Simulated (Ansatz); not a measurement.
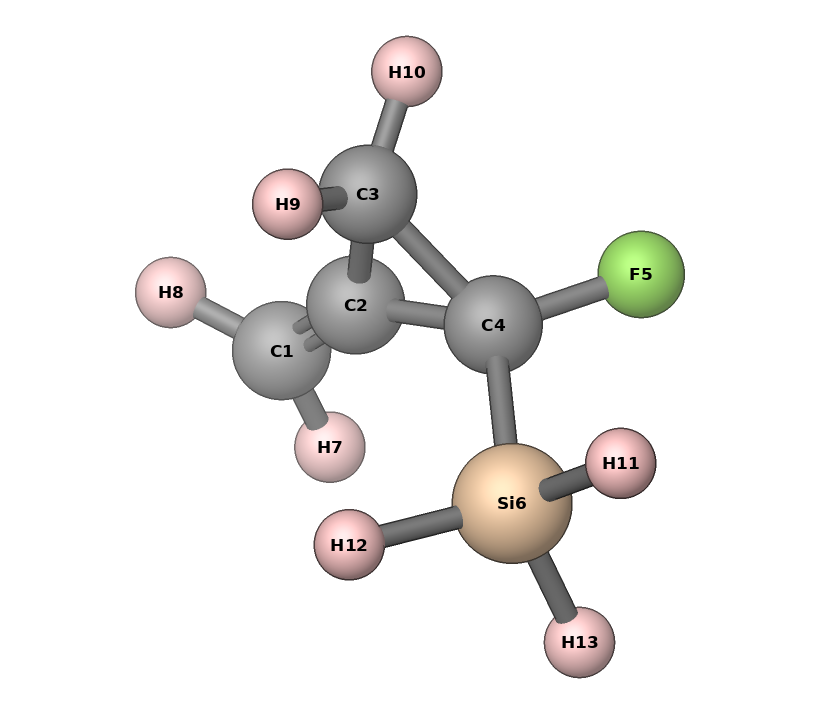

Atoms fade into the background with distance from the viewer. The computed structure is the end point of a PBE-D4/def2-SVP optimisation. No frequency run is at hand to confirm it as a minimum.

Q: Which atoms or bonds are stereogenic?

A: Centres: C4.

Q: What are the Cahn–Ingold–Prelog descriptors?

A: C4: R (priorities Si6 > F5 > C2 > C3).

Q: Write the isomeric SMILES.

A: C=C1C[C@@]1(F)[SiH3]
